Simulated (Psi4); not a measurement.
**Cl2 (chlorine): B3LYP/def2-QZVPP (sweep point 12)**

Aim: the vertical electron affinity of Cl2 (chlorine) at B3LYP/def2-QZVPP (sweep point 12), from 2 runs. The job is set up through a Python script.

Program for the calculation: Psi4 1.11.

### 1 The molecule

Cl2 has 2 atoms, charge 0, and is taken as a singlet. SMILES: `ClCl`. The coordinates come from a GFN2-xTB relaxation.

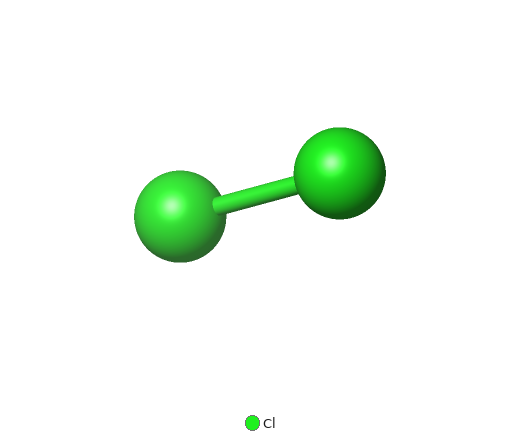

Viewed from a chosen angle; chlorine green.

### 2 The energy at B3LYP/def2-QZVPP (sweep point 12)

File calc.py:

```python
import psi4

psi4.set_memory('1600 MB')
psi4.set_num_threads(1)
psi4.set_output_file('run.log', False)

molecule = psi4.geometry("""
0 1
Cl     0.859850    -0.286310     0.440860
Cl    -0.859850     0.286310    -0.440860
symmetry c1
""")

psi4.set_options({
    'basis': 'def2-QZVPP',
    'puream': True,
    'scf_type': 'pk',
    'dft_radial_points': 99,
    'dft_spherical_points': 590,
})

result, w = psi4.energy("b3lyp", return_wfn=True)
print('E =', round(result, 9))
for k, v in sorted(psi4.core.scalar_variables().items()):
    print(f'{k:45s} {v:18.10f}')
```

Launch:

```console
$ python calc.py
```

run.log:

```text
[...]
  Running in c1 symmetry.
[...]
  Nuclear repulsion =   75.873834115185900
[...]
  Multiplicity = 1
[...]
  Nalpha       = 17
  Nbeta        = 17
[...]
    Number of basis functions: 140
[...]
   @RKS iter   1:  -920.43393590146468   -8.79602e-02   2.45155e-03 ADIIS/DIIS
[...]
   @RKS iter   6:  -920.45259902556131   -7.57301e-08   2.73951e-07 DIIS
[...]
    Orbital Energies [Eh]
    ---------------------
    Doubly Occupied:
       1A   -101.586069     2A   -101.586069     3A     -9.513981
       4A     -9.513932     5A     -7.279527     6A     -7.279389
       7A     -7.265917     8A     -7.265917     9A     -7.265910
      10A     -7.265910    11A     -0.933191    12A     -0.775049
      13A     -0.474944    14A     -0.411223    15A     -0.411223
      16A     -0.312668    17A     -0.312668
[...]
  @RKS Final Energy:  -920.45259902556131
   => Energetics <=
    Nuclear Repulsion Energy =             75.8738341151859004
    One-Electron Energy =               -1421.4320297194094564
    Two-Electron Energy =                 470.5841678650893414
    DFT Exchange-Correlation Energy =     -45.4785712864271048
    Empirical Dispersion Energy =           0.0000000000000000
    VV10 Nonlocal Energy =                  0.0000000000000000
    Total Energy =                       -920.4525990255614261
[...]
 Multipole Moments:
 ------------------------------------------------------------------------------------
     Multipole            Electronic (a.u.)      Nuclear  (a.u.)        Total (a.u.)
 ------------------------------------------------------------------------------------
 L = 1.  Multiply by 2.5417464519 to convert [e a0] to [Debye]
 Dipole X            :          0.0000000            0.0000000            0.0000000
 Dipole Y            :          0.0000000            0.0000000            0.0000000
 Dipole Z            :         -0.0000000            0.0000000           -0.0000000
 Magnitude           :                                                    0.0000000
[...]
```

The script printed:

```text
E = -920.452599026
CURRENT ENERGY                                   -920.4525990256
CURRENT REFERENCE ENERGY                         -920.4525990256
DD SOLVATION ENERGY                                 0.0000000000
DFT FUNCTIONAL TOTAL ENERGY                      -920.4525990256
DFT TOTAL ENERGY                                 -920.4525990256
DFT VV10 ENERGY                                     0.0000000000
DFT XC ENERGY                                     -45.4785712864
GRID ELECTRONS ALPHA                               16.9999999742
GRID ELECTRONS BETA                                16.9999999742
GRID ELECTRONS TOTAL                               33.9999999484
NUCLEAR REPULSION ENERGY                           75.8738341152
ONE-ELECTRON ENERGY                             -1421.4320297194
PCM POLARIZATION ENERGY                             0.0000000000
PE ENERGY                                           0.0000000000
SCF ITERATION ENERGY                             -920.4525990256
SCF ITERATIONS                                      6.0000000000
SCF TOTAL ENERGY                                 -920.4525990256
TWO-ELECTRON ENERGY                               470.5841678651
XC GRID RADIAL POINTS                              99.0000000000
XC GRID SPHERICAL POINTS                          590.0000000000
XC GRID TOTAL POINTS                           107734.0000000000
```

It took 13 s on 1 thread of AMD EPYC 7R43 (Zen 3), shared host; peak memory 1.1 GiB.

### 3 The doublet anion at the same level

File run.py:

```python
import psi4

psi4.set_memory('1600 MB')
psi4.set_num_threads(1)
psi4.core.set_output_file('run.log', False)

mol = psi4.geometry("""
-1 2
Cl     0.859850    -0.286310     0.440860
Cl    -0.859850     0.286310    -0.440860
symmetry c1
""")

psi4.set_options(dict(reference='uks', puream=True, scf_type='pk', dft_radial_points=99, dft_spherical_points=590, maxiter=150))

result, w = psi4.energy("b3lyp/def2-QZVPP", return_wfn=True)
print(f'b3lyp/def2-QZVPP energy: {result:.10f} Eh')
```

Launch:

```console
$ python run.py
```

run.log:

```text
[...]
  Running in c1 symmetry.
[...]
  Nuclear repulsion =   75.873834115185900
[...]
  Multiplicity = 2
[...]
  Nalpha       = 18
  Nbeta        = 17
[...]
    Number of basis functions: 140
[...]
   @UKS iter   1:  -920.38553663246887   -3.95610e-02   3.80622e-03 ADIIS/DIIS
[...]
   @UKS iter   7:  -920.48819906458630   -8.22024e-08   5.41265e-07 DIIS
[...]
   @S^2 Observed:                7.526990340E-01
[...]
    Orbital Energies [Eh]
    ---------------------
    Alpha Occupied:
       1A   -101.277262     2A   -101.277262     3A     -9.209695
       4A     -9.209667     5A     -6.973917     6A     -6.973784
       7A     -6.962807     8A     -6.962807     9A     -6.962806
      10A     -6.962806    11A     -0.657591    12A     -0.506606
      13A     -0.213972    14A     -0.146350    15A     -0.146350
      16A     -0.048093    17A     -0.048093    18A      0.058889
    Alpha Virtual:
      19A      0.317510    20A      0.348559    21A      0.358419
      22A      0.358419    23A      0.401100    24A      0.401100
      25A      0.411985    26A      0.480969    27A      0.480969
[...]
  @UKS Final Energy:  -920.48819906458630
   => Energetics <=
    Nuclear Repulsion Energy =             75.8738341151859004
    One-Electron Energy =               -1431.3746290558094643
    Two-Electron Energy =                 480.7520260971997459
    DFT Exchange-Correlation Energy =     -45.7394302211624506
    Empirical Dispersion Energy =           0.0000000000000000
    VV10 Nonlocal Energy =                  0.0000000000000000
    Total Energy =                       -920.4881990645862970
[...]
 Multipole Moments:
 ------------------------------------------------------------------------------------
     Multipole            Electronic (a.u.)      Nuclear  (a.u.)        Total (a.u.)
 ------------------------------------------------------------------------------------
 L = 1.  Multiply by 2.5417464519 to convert [e a0] to [Debye]
 Dipole X            :          0.0000000            0.0000000            0.0000000
 Dipole Y            :         -0.0000000            0.0000000           -0.0000000
 Dipole Z            :         -0.0000000            0.0000000           -0.0000000
 Magnitude           :                                                    0.0000000
[...]
```

On the terminal:

```text
b3lyp/def2-QZVPP energy: -920.4881990646 Eh
```

Wall time 17 s (1 thread of AMD EPYC 7R43 (Zen 3), shared host); peak memory 1.1 GiB.

### 4 Summary of results

Level: B3LYP/def2-QZVPP (sweep point 12).

| quantity | value |
| --- | --- |
| singlet Cl2: total energy | -920.45260 Eh |
| singlet Cl2: dipole moment | 0.00 D |
| singlet Cl2: HOMO energy | -8.51 eV |
| singlet Cl2: LUMO energy | -3.62 eV |
| singlet Cl2: HOMO–LUMO gap | 4.89 eV |
| doublet anion: total energy | -920.48820 Eh |
| doublet anion: HOMO energy (highest over α and β) | 1.60 eV |
| doublet anion: LUMO energy (lowest over α and β) | 4.14 eV |
| doublet anion: ⟨S²⟩ | 0.753 |
| vertical electron affinity (to the doublet anion) | 0.969 eV |

What this shows: At fixed nuclei the extra electron is bound by 0.97 eV (93.5 kJ/mol). The basis has no diffuse functions, so the error can be as large as this value. The HOMO (doublet anion) lies at positive energy, 1.60 eV; only total energies tell whether the electron is bound.
